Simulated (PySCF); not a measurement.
# CClF3 (SMILES FC(F)(F)Cl) at 6 levels

We compute a comparison of 6 runs (BLYP/def2-SVPD, M06-2X/def2-SVPD, PBE/def2-SVPD, r2SCAN/def2-SVPD, revPBE/def2-SVPD, CCSD(T)/def2-SVPD) of CClF3. Input form: a Python script.

The results are computed with PySCF 2.14.0.

## (1) The structure to begin with

CClF3: 5 atoms, total charge 0, spin state singlet. SMILES: `FC(F)(F)Cl`. Geometry: relaxed at PBE0-D4/def2-TZVP.

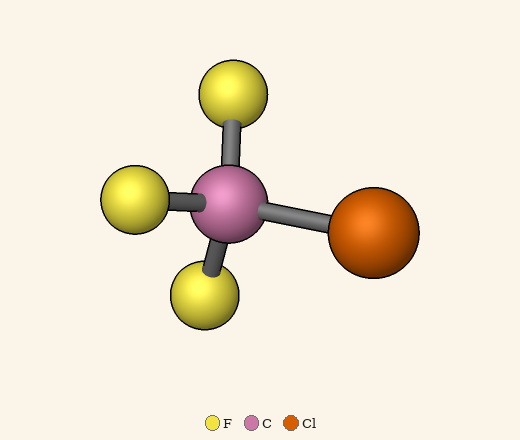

The structure, seen from a chosen angle (fluorine yellow, carbon pink, chlorine orange).

## (2) The energy at BLYP/def2-SVPD (run 1)

Input file calc.py:

```python
from pyscf import gto, dft

molecule = gto.Mole()
molecule.atom = '''
F      0.213700     0.019100     1.326100
C     -0.002200    -0.082500     0.026100
F     -1.249600    -0.474600    -0.167100
F      0.811700    -0.999000    -0.468500
Cl     0.276300     1.463300    -0.758000
'''
molecule.spin = 0
molecule.basis = 'def2-svpd'
molecule.verbose = 3
molecule.max_memory = 1860
molecule.build()

mf = dft.RKS(molecule)
mf.xc = 'blyp'
mf.conv_tol = 1e-10
mf.grids.level = 5
mf.kernel()
if not mf.converged:
    mf = mf.newton().run(mf.mo_coeff, mf.mo_occ)

energy = mf.e_tot
print('Final energy', energy)
```

On the command line:

```console
$ OMP_NUM_THREADS=1 python calc.py
```

Standard output:

```text
converged SCF energy = -797.425752092699
Final energy -797.4257520926991
```

Run time: 22 s. Hardware: 1 thread of Intel Xeon at 2.70GHz, shared host; peak memory 0.63 GiB.

## (3) A single-point energy at M06-2X/def2-SVPD (run 2)

Input file job.py:

```python
# FC(F)(F)Cl
from pyscf import gto, dft

mol = gto.Mole()
mol.atom = '''
F      0.403834     0.036094     2.505966
C     -0.004157    -0.155902     0.049322
F     -2.361402    -0.896864    -0.315773
F      1.533891    -1.887836    -0.885337
Cl     0.522131     2.765236    -1.432412
'''
mol.unit = 'bohr'
mol.max_memory = 1860
mol.spin = 0
mol.charge = 0
mol.basis = 'def2-svpd'
mol.verbose = 4
mol.build()

mf = dft.RKS(mol, xc='m06-2x')
mf.grids.level = 5
mf.conv_tol = 1e-10
mf.kernel()
if not mf.converged:
    mf = mf.newton().run(mf.mo_coeff, mf.mo_occ)

energy = mf.e_tot
print(f'total energy: {energy:.8f} hartree')
```

On the command line:

```console
$ OMP_NUM_THREADS=1 python job.py
```

Standard output:

```text
PySCF version 2.14.0

[... 74 lines left out ...]
converged SCF energy = -797.334871691214
total energy: -797.33487169 hartree
```

It took 43 s on 1 thread of Intel Xeon at 2.70GHz, shared host; peak memory 0.66 GiB.

Runs 3 to 5 aren't shown in full; the table further down has their settings and results.

## (4) The energy at CCSD(T)/def2-SVPD (run 6)

Input file input.xyz:

```xyz
5
CClF3
F      0.213700     0.019100     1.326100
C     -0.002200    -0.082500     0.026100
F     -1.249600    -0.474600    -0.167100
F      0.811700    -0.999000    -0.468500
Cl     0.276300     1.463300    -0.758000
```

Input file calc.py:

```python
from pyscf import gto, scf, cc

molecule = gto.M(
    atom='input.xyz',
    max_memory=1860,
    basis='def2-svpd',
    verbose=4,
)

myscf = scf.RHF(molecule)
myscf.conv_tol = 1e-10
myscf.kernel()
if not myscf.converged:
    myscf = myscf.newton().run(myscf.mo_coeff, myscf.mo_occ)

mycc = cc.CCSD(myscf, frozen=9)
mycc.kernel()
e_t = mycc.ccsd_t()
e_tot = mycc.e_tot + e_t
print('E = %.10f Eh' % e_tot)
```

On the command line:

```console
$ OMP_NUM_THREADS=1 python calc.py
```

Standard output:

```text
PySCF version 2.14.0

[... 61 lines left out ...]
converged SCF energy = -795.289620325523
[... 12 lines left out ...]
Init t2, MP2 energy = -796.147447184608  E_corr(MP2) -0.857826859085403
[... 12 lines left out ...]
CCSD converged
[... 2 lines left out ...]
E = -796.1892107398 Eh
```

Wall time 1.9 min (1 thread of Intel Xeon at 2.70GHz, shared host); peak memory 1.1 GiB.

## (5) Overview of the runs

```
run              level  integration grid  frozen core orbitals  energy (Eh)  dipole moment (D) of the reference  HOMO energy (eV)  LUMO energy (eV)  wall time
  1     BLYP/def2-SVPD                 5                     –  -797.425752                                0.31             -8.46             -1.24       22 s
  2   M06-2X/def2-SVPD                 5                     –  -797.334872                                0.41            -11.66              0.52       43 s
  3      PBE/def2-SVPD                 5                     –  -796.957956                                0.25             -8.60             -1.27       22 s
  4   r2SCAN/def2-SVPD                 5                     –  -797.287324                                0.26             -9.01             -0.96       33 s
  5   revPBE/def2-SVPD                 5                     –  -797.268457                                0.22             -8.55             -1.20       24 s
  6  CCSD(T)/def2-SVPD                 –                     9  -796.189211                                0.54            -13.87              2.50    1.9 min
```

## (6) Outcome

```
                                          quantity          value
                               run 6: total energy  -796.18921 Eh
       run 6: dipole moment (Hartree–Fock density)         0.54 D
        run 6: HOMO energy (Hartree–Fock orbitals)      -13.87 eV
        run 6: LUMO energy (Hartree–Fock orbitals)        2.50 eV
      run 6: HOMO–LUMO gap (Hartree–Fock orbitals)       16.37 eV
run 6: correlation energy (9 core orbitals frozen)     -899.6 mEh
                             run 6: (T) correction     -23.33 mEh
                              run 6: T1 diagnostic          0.013
```

**Reading.** Over runs 1, 2, 3, 4, 5 the dipole moment (its size) runs from 0.22 D (revPBE/def2-SVPD) to 0.41 D (M06-2X/def2-SVPD). Over runs 1, 2, 3, 4, 5 the HOMO–LUMO gap runs from 7.22 eV (BLYP/def2-SVPD) to 12.18 eV (M06-2X/def2-SVPD). Totals of different functionals can't be ranked against each other. All runs together took 4.3 min, the longest 1.9 min.
